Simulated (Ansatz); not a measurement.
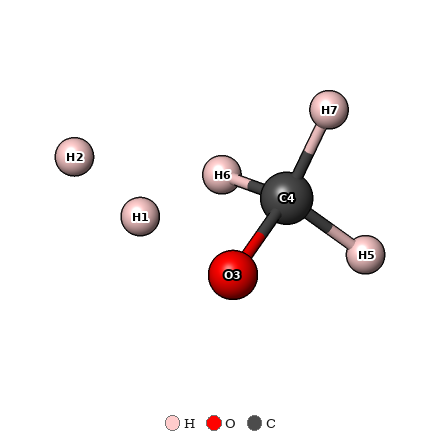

The system is the reacting system CH₅O (fragments H₂ + CH₃O where the first distance is long, CH₄O + H where the second is long), spin multiplicity 2; the picture shows the reference structure. Coordinates scanned: (1) distance H1–O3 (bond that forms); (2) distance H1–H2 (bond that breaks). Relaxed at each point: all other coordinates. The grid has 13 × 13 points. Points are written as (first, second). Energies are in kJ/mol, from the lowest grid point. Energies and slopes of some neighbouring points disagree (a jump in structure or state, or too coarse a mesh). In part of the range the unrestricted reference is strongly spin-contaminated. Level of theory: UKS PBE0-D4/def2-SVP (Ansatz 0.2.0).

Its coordinates:

```yaml
atoms:
  - { symbol: H, position_ang: [-0.9527, -1.0415, 0.3367] }
  - { symbol: H, position_ang: [-1.9203, -0.9523, 0.4411] }
  - { symbol: O, position_ang: [0.3000, -0.8802, 0.1447] }
  - { symbol: C, position_ang: [0.5505, 0.4407, -0.1611] }
  - { symbol: H, position_ang: [1.6455, 0.5032, -0.3144] }
  - { symbol: H, position_ang: [0.0761, 0.7832, -1.1010] }
  - { symbol: H, position_ang: [0.3008, 1.1470, 0.6540] }
```

Range: distance H1–O3 (bond that forms) from 0.873 to 2.073 Å; distance H1–H2 (bond that breaks) from 0.666 to 2.466 Å.

**What will the energy surface look like?**

The lowest grid point is at (0.927 Å, 2.466 Å). It lies in a valley that leaves the map towards separated partners. The energy also falls towards the edge at (2.073 Å, 0.747 Å) (6 kJ/mol above the lowest), where a further well may lie outside the range. The highest grid point, (2.073 Å, 2.466 Å), lies 404 kJ/mol above the lowest.

| second ↓, first → | 0.873 | 0.927 | 1.001 | 1.085 | 1.177 | 1.275 | 1.378 | 1.485 | 1.596 | 1.711 | 1.828 | 1.949 | 2.073 |
| --- | --- | --- | --- | --- | --- | --- | --- | --- | --- | --- | --- | --- | --- |
| 2.466 | 22 | 0 | 0 | 26 | 70 | 125 | 185 | 245 | 301 | 343 | 372 | 391 | 404 |
| 2.280 | 22 | 0 | 0 | 26 | 70 | 125 | 184 | 243 | 298 | 339 | 367 | 386 | 398 |
| 2.099 | 22 | 0 | 0 | 25 | 69 | 124 | 183 | 241 | 292 | 332 | 359 | 377 | 389 |
| 1.922 | 23 | 1 | 1 | 25 | 68 | 122 | 179 | 235 | 283 | 319 | 345 | 362 | 390 |
| 1.750 | 25 | 3 | 1 | 25 | 67 | 118 | 173 | 225 | 267 | 300 | 322 | 357 | 359 |
| 1.584 | 29 | 6 | 3 | 25 | 64 | 112 | 162 | 207 | 242 | 269 | 287 | 307 | 310 |
| 1.423 | 36 | 11 | 6 | 24 | 59 | 101 | 143 | 178 | 206 | 225 | 237 | 243 | 246 |
| 1.269 | 48 | 20 | 10 | 23 | 51 | 84 | 115 | 140 | 158 | 170 | 177 | 177 | 178 |
| 1.122 | 66 | 34 | 19 | 23 | 41 | 62 | 82 | 96 | 106 | 111 | 114 | 112 | 112 |
| 0.984 | 97 | 59 | 35 | 29 | 34 | 43 | 50 | 55 | 58 | 58 | 58 | 58 | 53 |
| 0.858 | 145 | 100 | 65 | 47 | 39 | 36 | 33 | 30 | 26 | 23 | 20 | 18 | 17 |
| 0.747 | 219 | 165 | 119 | 88 | 68 | 53 | 41 | 31 | 23 | 16 | 11 | 8 | 6 |
| 0.666 | 303 | 243 | 187 | 146 | 116 | 93 | 74 | 59 | 48 | 39 | 32 | 28 | 25 |

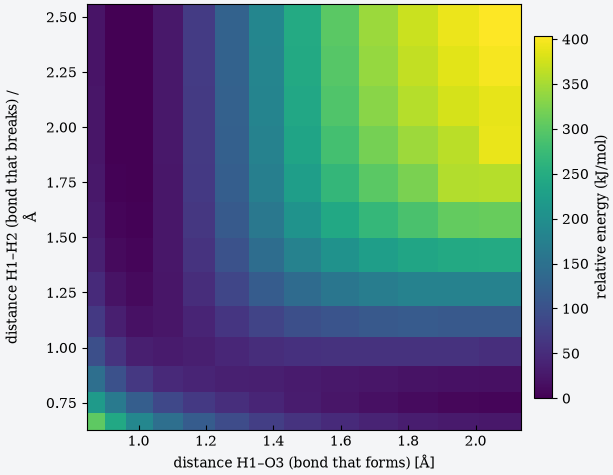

Drawn: one coloured cell a grid point.

Each point was launched as `ansatz run input.yaml --threads 1 --pin off --max-ram 2560MiB --backend cpu --events-out ev --progress --plain --runs-dir out`. Time for the 169 points that were run: 30 min on 1 thread of Arm Neoverse V2 (shared host).
